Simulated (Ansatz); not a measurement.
Nudged elastic band, with input and output: AlBPN2H7O (part 2 of 2)

Continued. System: AlBPN2H7O. Method: RKS BHLYP-D4/def2-SVP (Ansatz 0.2.0). The run did not end well. It belongs to a series of runs on one base structure; here: band between the two ends.

Geometry of the input (Å):
```
B  0.5287  -2.5850  0.3414
N  0.2561  -1.2161  0.4630
P  -0.9147  -0.3789  -0.4716
O  0.2359  0.7061  -1.2909
N  -1.3041  0.9344  0.4572
Al -0.0882  2.2416  -0.1208
H  -0.0520  -3.2169  -0.4957
H  1.3299  -3.0941  1.0712
H  0.7113  -0.6772  1.1900
H  1.0336  0.3372  -1.6718
H  -2.2707  1.0268  0.7209
H  1.2472  2.4088  0.7118
H  -0.6925  3.4781  -0.8897
```

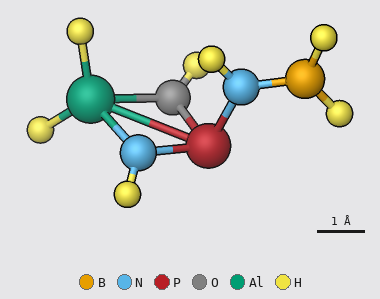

The starting structure (ball-and-stick view, seen at an oblique angle). Sticks mark near contacts.

```
Unfinished report: {"positions_ang":[[0.31747540547788416,-2.72914792072641,0.15661600859431624],[-0.0096604091586611,-1.4529794297137049,0.6390577014591048],[0.005470133948721732,-0.08806186704488574,-0.3844893606713123],[1.4073131487640909,0.43003810718692254,-0.8781344723678657],[-0.5564744819265254,1.125976051531915,0.5869474368169977],[-0.3633641235041837,2.777844142231058,-0.20481844833547977],[0.5990636834644074,-2.835557701410526,-0.9993139349830202],[0.3052165494470931,-3.6685218301775424,0.8947789708882723],[-0.22813695971541798,-1.3174234570416528,1.619833109404751],[0.5147286435243994,-0.16354276408330068,-1.7762769594597054],[-1.1514623466079004,0.9288981035456864,1.3787224722761593],[0.5796984598586602,3.899727190699414,0.3395943456982109],[-1.3993677035725673,3.057751365003025,-1.35761687932043]],"unchecked":["starts","cluster_reference","orbital_swaps","neighbouring_geometries","increment"],"mean_field":{"relativity":"none","state":{"energy":{"ev":-21689.621102917125,"hartree":-797.0788737789868},"converged":true,"gradient_ev":0.000027183798664860856,"stability":{"kind":"minimum","curvature_ev":27.78349323488627},"curvature_floor_ev":0.00030000000000000003,"spin_squared":-7.105427357601002e-15},"others":[],"fillings":{"estimated":0,"unestimated":0,"tried":0,"untried":0,"excluded_magnetic_sites":0},"n_dropped_functions":0,"n_trapped_functions":0,"passes":{"evaluations":3,"products":25},"factors":{"origin":"Cholesky decomposition","count":1348,"bound_ev":0.0011749077207459325},"gradient_stop_ev":0.00009,"reference_kind":"stationary","functional":{"name":"BHLYP","citations":["Becke, J. Chem. Phys. 98, 1372 (1993) doi:10.1063/1.464304","Becke, Phys. Rev. A 38, 3098 (1988) doi:10.1103/PhysRevA.38.3098","Lee, Yang & Parr, Phys. Rev. B 37, 785 (1988) doi:10.1103/PhysRevB.37.785"],"text":"name \"BHLYP\"\ncite \"Becke, J. Chem. Phys. 98, 1372 (1993) doi:10.1063/1.464304\"\ncite \"Becke, Phys. Rev. A 38, 3098 (1988) doi:10.1103/PhysRevA.38.3098\"\ncite \"Lee, Yang & Parr, Phys. Rev. B 37, 785 (1988) doi:10.1103/PhysRevB.37.785\"\nparameter a = 0.5\nexchange = (1 - a)*b88_x + a*exact_x\ncorrelation = lyp_c\n","parameters":{"a":{"value":0.5,"default":0.5}},"final_grid":{"core_spheres":13.0,"valence_spheres":11.0,"degree":36.0},"final_grid_parameter_source":"default","radial_points_factor":1.0,"radial_grid_error_ev":4.671919181681796e-7,"grid_sensitivity":"normal","grid_sensitivity_ratio":0.0009331686670994504},"unsmoothed_excess_ev":-0.00021640232405608495,"symmetry":{"irreps":["A"],"axes":[[0.9992959639257177,-0.00010197123123153482,0.0375175436781073],[0.00007793492715590877,0.9999997907973879,0.0006421303044207661],[-0.03751760130815691,-0.000638754294488442,0.9992957628175121]],"occupied":[{"A":31},{"A":31}]},"held":{"pivots":1348,"left_out":0,"joined":0},"density_repulsion":{"missed_ev":0.0000299293935944911,"excess_ev":0.0,"most_excess_ev":0.0001674,"are_drawn_again":false,"n_first_factors":1348,"energy_change_ev":0.0,"n_dropped_ends":0}},"factors":{"origin":"Cholesky decomposition","count":1348,"bound_ev":0.0011749077207459325},"n_frozen":0,"n_occupied":[31,31],"n_virtual":[96,96],"reference":{"ev":-21689.621102917125,"hartree":-797.0788737789868},"dispersion":{"energy":{"ev":-0.41777296012145265,"hartree":-0.015352873107780328},"switches_in_reach":[]},"total":{"ev":-21690.038875877246,"hartree":-797.0942266520946},"forces_ev_per_angstrom":[[-0.01994056675466281,0.069860754720401,0.09747708716032746],[0.0501875638129667,0.0818152855340936,0.03226167897653394],[0.08016105364744262,-0.12370481602358564,0.2736640305393905],[-0.2494292096798902,0.1813158575928324,-0.0737625188379431],[-0.14961167348369805,0.08836006212887214,-0.03579288069236456],[0.07913195536883293,-0.1082878997750459,-0.008223911354343978],[-0.03028514616523964,-0.06721565422679968,-0.06968997062527599],[0.02249100804094669,-0.024908135235917655,0.055591470935930434],[0.15265290738290727,0.013120120575280744,-0.18538002475237478],[-0.06625299068785977,0.00785761757472831,-0.03504242064844799],[-0.0554915634694299,-0.07194471317467642,-0.09423274500510398],[0.024302433349269615,-0.048690325455766015,0.12193751913395327],[0.16208422864242086,0.002421845767322595,-0.0788073148344282]],"charge_distribution":{"dipole_moment_e_ang":[-0.6248849274553895,-0.015785942786952632,0.5071511128929841],"mulliken_charges_e":[0.1193768572160554,-0.32326541078535964,0.6876058017753568,-0.5788295146756521,-0.6424487546227828,0.7650093721603515,-0.06763494766302158,-0.050928099196625,0.14877816956331724,0.20729004135062357,0.15159504997852946,-0.2049739824285446,-0.21157458267222506],"lowdin_charges_e":[-0.20280550538786457,0.08498467283239819,0.5036550563840319,-0.3113324568321012,-0.15062811133464127,0.3224701647365933,-0.0379951631015929,-0.03802524384224837,0.0227964703592356,0.0780307234876978,0.009173654091806815,-0.13712081422997557,-0.14320344716330813]},"n_threads":2,"memory_gib":2.556818182580173,"seconds":{"hamiltonian":4.084049015,"orbitals":0.0,"second_order":0.0,"solver_start":0.0,"cycles":0.0,"cycle":0.0,"perturbative":0.0,"full_ci_increment":0.0,"forces":0.0}}
this run last wrote the band of iteration 38 to [file]
Error: NEB band did not converge after 38 iterations: max|band force component| = 2.75e-1 eV/Å (threshold 5.0e-2); raise `neb.max_iterations` in a new run, which can start from the last band evaluated (`neb.initial_path`, with `crystal.atoms` and `neb.final_atoms` set to its first and last images), add images, or start from endpoints closer to local minima. Where this run's directory can be resumed (`checkpoint.write`), a resume goes on for up to `neb.max_iterations` more; to start a new run from the last band, take its images' positions from the `neb_iteration` event of iteration 38 (`data.images[].positions_ang`), in the event stream of the run that computed that iteration (not this run's, if it was resumed behind it). With `checkpoint.write`, `steps/00-neb/state/checkpoint.json` in the run directory holds the last saved band, under `neb.evaluated.images[].positions_ang` (a band under a hybrid functional on support functions is neither saved nor resumed: `neb.initial_path` says where its path is): check the last entry of `neb.iterations` there, which is earlier than 38 if that iteration was not saved or its write failed. If the band's step has no `state` directory and holds `state.next`, a write was cut short, and the file is under `state.next` instead (behind a loss of power it can be under `state.prev`)
this run wrote the band of iteration 38 to [file] as well, whether or not its events were kept: a new run's `neb.initial_path` can list its `images[].positions_ang`
a run's events are kept only if it was started with --events-out <file>, and are in that file
```

The last band as extended XYZ (Å, eV, eV/Å):
```
13
Properties=species:S:1:pos:R:3:forces:R:3 image=0 energy=-21693.82347
B     0.5287   -2.5850    0.3414   -0.0275   0.0268   0.0138
N     0.2561   -1.2161    0.4630    0.0373  -0.0543   0.0065
P    -0.9147   -0.3789   -0.4716   -0.0134   0.0194   0.0217
O     0.2359    0.7061   -1.2909    0.0365   0.0143  -0.0268
N    -1.3041    0.9344    0.4572    0.0050  -0.0029  -0.0059
Al   -0.0882    2.2416   -0.1208   -0.0056  -0.0137   0.0069
H    -0.0520   -3.2169   -0.4957    0.0112   0.0061  -0.0051
H     1.3299   -3.0941    1.0712    0.0101  -0.0025  -0.0014
H     0.7113   -0.6772    1.1900   -0.0192  -0.0004  -0.0169
H     1.0336    0.3372   -1.6718   -0.0233  -0.0038   0.0093
H    -2.2707    1.0268    0.7209   -0.0140   0.0030   0.0034
H     1.2472    2.4088    0.7118    0.0074   0.0019   0.0045
H    -0.6925    3.4781   -0.8897   -0.0045   0.0061  -0.0099
13
Properties=species:S:1:pos:R:3:forces:R:3 image=1 energy=-21693.72984
B     0.4527   -2.6982    0.2632    0.0299   0.0244   0.0839
N     0.1590   -1.3684    0.5955    0.0196   0.0146   0.0163
P    -0.7527   -0.3096   -0.3898   -0.0085  -0.0516  -0.0424
O     0.5286    0.7173   -1.0479   -0.0044  -0.0228  -0.0066
N    -1.0627    0.9814    0.6125   -0.0315  -0.0244   0.0097
Al   -0.0915    2.3668   -0.1980    0.0429   0.0773  -0.0339
H     0.1329   -3.1066   -0.8164   -0.0706  -0.0204  -0.0136
H     1.0173   -3.4006    1.0539    0.0313   0.0463  -0.0330
H     0.4382   -0.9860    1.4901    0.0549   0.0228  -0.0392
H     0.9859    0.4578   -1.8464   -0.0413   0.0116  -0.0109
H    -1.9821    1.0267    1.0187   -0.0667  -0.0011  -0.0041
H     1.1259    3.0678    0.5229   -0.0296  -0.0570   0.0656
H    -0.9309    3.2167   -1.2434    0.0740  -0.0196   0.0082
13
Properties=species:S:1:pos:R:3:forces:R:3 image=2 energy=-21693.13212
B     0.3660   -2.7381    0.1965    0.0057   0.0671   0.1353
N     0.0408   -1.4571    0.6543   -0.0042   0.0758   0.0131
P    -0.5379   -0.2192   -0.3912   -0.0725  -0.1800   0.0869
O     0.8459    0.5972   -1.0002   -0.4106   0.1453  -0.0519
N    -0.7379    1.0587    0.6702   -0.1494   0.1190   0.0558
Al   -0.2018    2.5797   -0.2294    0.1451  -0.2987  -0.0174
H     0.3948   -2.9268   -0.9861   -0.1239  -0.0653  -0.0625
H     0.6146   -3.6130    0.9729    0.1169  -0.0070   0.0361
H     0.0719   -1.2247    1.6398    0.1804   0.0068  -0.1210
H     1.0543    0.2099   -1.8539    0.1749   0.3743  -0.0217
H    -1.4926    0.9996    1.3322   -0.1651   0.0060   0.0263
H     0.8308    3.6206    0.3365    0.1019  -0.1550   0.0553
H    -1.2284    3.0781   -1.3268    0.2008  -0.0882  -0.1343
13
Properties=species:S:1:pos:R:3:forces:R:3 image=3 energy=-21690.03866
B     0.3175   -2.7291    0.1566   -0.0199   0.0699   0.0975
N    -0.0097   -1.4530    0.6391    0.0502   0.0818   0.0323
P     0.0055   -0.0881   -0.3845    0.0802  -0.1237   0.2737
O     1.4073    0.4300   -0.8781   -0.2494   0.1813  -0.0738
N    -0.5565    1.1260    0.5869   -0.1496   0.0884  -0.0358
Al   -0.3634    2.7778   -0.2048    0.0791  -0.1083  -0.0082
H     0.5991   -2.8356   -0.9993   -0.0303  -0.0672  -0.0697
H     0.3052   -3.6685    0.8948    0.0225  -0.0249   0.0556
H    -0.2281   -1.3174    1.6198    0.1527   0.0131  -0.1854
H     0.5147   -0.1635   -1.7763   -0.0663   0.0079  -0.0350
H    -1.1515    0.9289    1.3787   -0.0555  -0.0719  -0.0942
H     0.5797    3.8997    0.3396    0.0243  -0.0487   0.1219
H    -1.3994    3.0578   -1.3576    0.1621   0.0024  -0.0788
13
Properties=species:S:1:pos:R:3:forces:R:3 image=4 energy=-21693.12763
B     0.3884   -2.7119    0.1131    0.0394  -0.0714   0.0245
N     0.1768   -1.4138    0.6038    0.1418  -0.0221   0.0124
P     0.2366   -0.0059   -0.3258    0.0587   0.0623   0.0303
O     1.5027    0.6960   -0.6800   -0.0619   0.3831   0.0540
N    -0.6486    1.0878    0.5013   -0.1616  -0.0143  -0.0190
Al   -0.2518    2.7473   -0.2099    0.1713  -0.1132  -0.0593
H     0.5943   -2.8529   -1.0581   -0.0323  -0.0191   0.0023
H     0.3524   -3.6470    0.8654    0.0036   0.1128  -0.0477
H     0.0240   -1.2762    1.5931    0.1497   0.0592  -0.0468
H    -0.3198   -0.4511   -1.5270   -0.3893  -0.2066   0.0875
H    -1.4484    0.8230    1.0496   -0.1997  -0.0705  -0.1048
H     0.6819    3.8159    0.4431    0.0584  -0.0801   0.1190
H    -1.2680    3.1538   -1.3538    0.2218  -0.0201  -0.0525
13
Properties=species:S:1:pos:R:3:forces:R:3 image=5 energy=-21694.13219
B     0.4949   -2.6562    0.1126    0.0326  -0.0184   0.0479
N     0.3637   -1.3324    0.5757    0.0537  -0.0143   0.0145
P    -0.0253    0.0174   -0.3346   -0.0770  -0.0104  -0.0182
O     1.0595    1.0250   -0.7537   -0.1050   0.0459  -0.0252
N    -0.9508    1.0282    0.4888   -0.0877  -0.0100  -0.0022
Al    0.0010    2.5593   -0.2411    0.0452   0.0061  -0.0534
H     0.4517   -2.8716   -1.0633   -0.0564   0.0226   0.0031
H     0.6217   -3.5383    0.9127    0.0763   0.0697  -0.0454
H     0.4002   -1.1529    1.5693    0.1051   0.0384  -0.0007
H    -0.5210   -0.5988   -1.4864   -0.0588  -0.0521   0.0327
H    -1.7956    0.7891    0.9746   -0.1028   0.0244  -0.0392
H     0.7695    3.5523    0.7083    0.0068  -0.0911   0.1058
H    -0.8489    3.1437   -1.4479    0.1680  -0.0110  -0.0196
13
Properties=species:S:1:pos:R:3:forces:R:3 image=6 energy=-21694.29183
B     0.5466   -2.5999    0.2035    0.0025   0.0008   0.0021
N     0.4414   -1.2369    0.5268   -0.0084  -0.0017   0.0072
P    -0.1656   -0.0207   -0.4534   -0.0022  -0.0052  -0.0060
O     0.8951    0.9979   -0.9047   -0.0081   0.0006   0.0063
N    -1.1599    0.9988    0.2708    0.0051   0.0011   0.0004
Al   -0.0070    2.5116   -0.1769   -0.0010  -0.0026  -0.0047
H     0.1356   -2.9727   -0.8570    0.0013  -0.0074   0.0017
H     1.0306   -3.3510    0.9969   -0.0036   0.0090  -0.0075
H     0.7897   -0.9088    1.4174    0.0080  -0.0030   0.0000
H    -0.6558   -0.7856   -1.5146    0.0031   0.0026  -0.0011
H    -2.0148    0.7668    0.7440    0.0027   0.0025  -0.0024
H     0.7627    3.1096    1.0655    0.0016   0.0022   0.0050
H    -0.5781    3.4558   -1.3034   -0.0010   0.0011  -0.0009
```

What the run reported:

| quantity | value |
| --- | --- |
| outcome | not converged |
| barrier, forward (band not converged) | 3.785 eV |
| barrier, backward | 4.253 eV |
| hardware | 2 threads of Intel Xeon @ 2.50GHz (Skylake/Cascade Lake), 16 GiB of memory available, shared host |
| wall time | 13 min (CPU time 26 min) |
| peak memory | 0.35 GiB |

The run did not converge: “NEB band did not converge after 38 iterations: max|band force component| = 2.75e-1 eV/Å (threshold 5.0e-2); raise `neb.max_iterations` in a new run, which can start from the last band evaluated (`neb.initial_path`, with `crystal.atoms` and `neb.final_atoms` set to its first and last images), add images, or start from endpoints closer to local minima …” Its last values are not results.
